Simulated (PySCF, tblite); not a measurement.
**C₆H₈Si: geometry, infrared bands and NMR shifts**

Aim: predict the infrared bands and NMR shifts of C₆H₈Si (`C#CC1=C[SiH2]CC1`).

Computed with tblite 0.8.0 and PySCF 2.14.0, with density-fitted response routines of our own, on a single molecule in the gas phase. Atoms are numbered from 0 throughout.

### Step 1. Starting geometry

15 atoms, charge 0, multiplicity 1; geometry from: force field or distance geometry start.

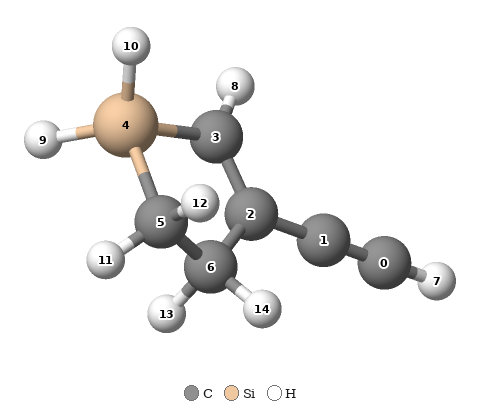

The starting geometry (carbon grey, silicon light orange, hydrogen white), atoms numbered.

### Step 2. Optimising the geometry with GFN2-xTB

Job settings and geometry (Å):

```
{"job": {"kind": "relax", "xc": "GFN2-xTB", "basis": "xTB"}, "charge": 0, "multiplicity": 1}
C      3.367900     0.613200    -0.106300
C      2.160900     0.452500    -0.183100
C      0.728300     0.250400    -0.267900
C     -0.099600     1.285600    -0.354500
Si    -1.852500     0.663800    -0.450800
C     -1.338900    -1.063100     0.098500
C      0.081200    -1.031100    -0.297900
H      4.412100     0.780100    -0.055400
H      0.140100     2.327900    -0.346400
H     -2.341500     0.659000    -1.821300
H     -2.729400     1.313000     0.509400
H     -1.904900    -1.842700    -0.443200
H     -1.504100    -1.210300     1.194100
H      0.168600    -1.463300    -1.334400
H      0.707100    -1.726900     0.331700
```

The run is started by

```
OMP_NUM_THREADS=1 python probes_run.py task.json out
```

One launch serves the whole session: the jobs run in the order shown.

**Question.** This job is followed by: GFN2-xTB harmonic vibrations, gas phase; GIAO PBE0/pcSseg-1 NMR shielding, non-relativistic, gas phase. Predict these results of the whole session: strongest single infrared mode (GFN2-xTB); zero-point energy (GFN2-xTB); 13C shifts against TMS (PBE0/pcSseg-1); 1H shifts against TMS (PBE0/pcSseg-1, means over atoms taken as alike); 29Si shifts against TMS (PBE0/pcSseg-1).

**Answer**, as computed:

| quantity | value |
| --- | --- |
| strongest single infrared mode (GFN2-xTB) | 2215 cm⁻¹, 447 km/mol |
| zero-point energy (GFN2-xTB) | 70.0 kcal/mol |
| 13C shifts against TMS (PBE0/pcSseg-1) | 154.1, 142.3, 92.2, 87.0, 41.8, 7.2 ppm |
| 1H shifts against TMS (PBE0/pcSseg-1, means over atoms taken as alike) | 6.68, 4.77, 3.02, 2.76, 1.11 ppm |
| 29Si shifts against TMS (PBE0/pcSseg-1) | -26.3 ppm |

In words: Over 74 steps the energy fell by 0.434 eV; of the close pairs, C2–C6 changed most, 1.436 to 1.507 Å. No mode is imaginary among the 39: a minimum at this level. The strongest single mode, at 2215 cm⁻¹, moves mainly H9. GFN2-xTB is a fitted tight-binding method: band positions and strengths are rough. Its intensities can rank the bands wrongly. The most deshielded hydrogen is H8 (hydrogen on an alkene CH), at 6.68 ppm: attached to an sp2 carbon and in the plane of the double bond. At PBE0/pcSseg-1: Shielding is most anisotropic at C1 (span 311 ppm, paramagnetic term -146 ppm).
